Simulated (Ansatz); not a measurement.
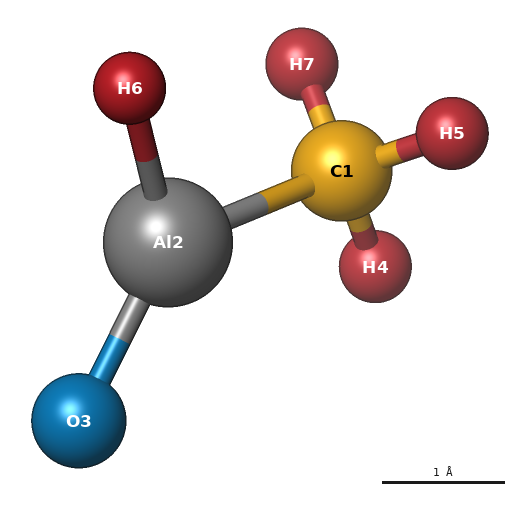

State: charge −1, singlet. The geometry was computed by an optimisation with PBE0-D4/def2-TZVPD. No frequency run is at hand to confirm it as a minimum.

Which atoms are bonded, and how long are the bonds?

```
  bond  length (Å)
C1–Al2       2.006
 C1–H4       1.095
 C1–H5       1.099
 C1–H7       1.099
Al2–O3       1.639
Al2–H6       1.645
```
